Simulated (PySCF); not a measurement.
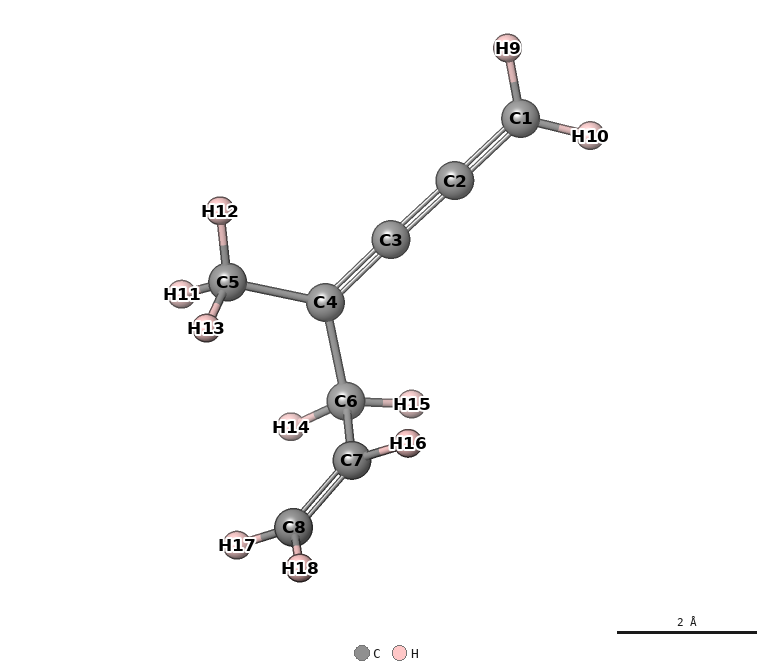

Orthographic view. Depth is shown by fading: the farther an atom, the more it takes the colour of the background. Geometry: an end point of a reaction path computed with GFN2-xTB.

Write a MOL file (V2000) with the atoms in numerical order, bonds sorted by atom number with the orders drawn, and coordinates in the frame of the picture: x right, y up, z towards the viewer, origin at the mean position.

```
C8H10
                    3D

 18 17  0  0  0  0  0  0  0  0999 V2000
    2.5000    3.0400   -0.2700 C   0  0  0  0  0  0  0  0  0  0  0  0
    1.5400    2.1400   -0.2800 C   0  0  0  0  0  0  0  0  0  0  0  0
    0.6200    1.2900   -0.2800 C   0  0  0  0  0  0  0  0  0  0  0  0
   -0.3300    0.3800   -0.3100 C   0  0  0  0  0  0  0  0  0  0  0  0
   -1.7400    0.6700    0.0800 C   0  0  0  0  0  0  0  0  0  0  0  0
   -0.0300   -1.0500   -0.7100 C   0  0  0  0  0  0  0  0  0  0  0  0
    0.0600   -1.9100    0.5200 C   0  0  0  0  0  0  0  0  0  0  0  0
   -0.7900   -2.8800    0.8100 C   0  0  0  0  0  0  0  0  0  0  0  0
    2.3100    4.0600    0.0300 H   0  0  0  0  0  0  0  0  0  0  0  0
    3.5100    2.7900   -0.5600 H   0  0  0  0  0  0  0  0  0  0  0  0
   -2.4100    0.5000   -0.7700 H   0  0  0  0  0  0  0  0  0  0  0  0
   -1.8500    1.7100    0.4000 H   0  0  0  0  0  0  0  0  0  0  0  0
   -2.0500    0.0100    0.8800 H   0  0  0  0  0  0  0  0  0  0  0  0
   -0.8300   -1.4200   -1.3600 H   0  0  0  0  0  0  0  0  0  0  0  0
    0.9200   -1.0900   -1.2400 H   0  0  0  0  0  0  0  0  0  0  0  0
    0.8700   -1.6600    1.1900 H   0  0  0  0  0  0  0  0  0  0  0  0
   -1.6100   -3.1300    0.1600 H   0  0  0  0  0  0  0  0  0  0  0  0
   -0.7000   -3.4600    1.7100 H   0  0  0  0  0  0  0  0  0  0  0  0
  1  2  2  0
  1  9  1  0
  1 10  1  0
  2  3  2  0
  3  4  2  0
  4  5  1  0
  4  6  1  0
  5 11  1  0
  5 12  1  0
  5 13  1  0
  6  7  1  0
  6 14  1  0
  6 15  1  0
  7  8  2  0
  7 16  1  0
  8 17  1  0
  8 18  1  0
M  END
```
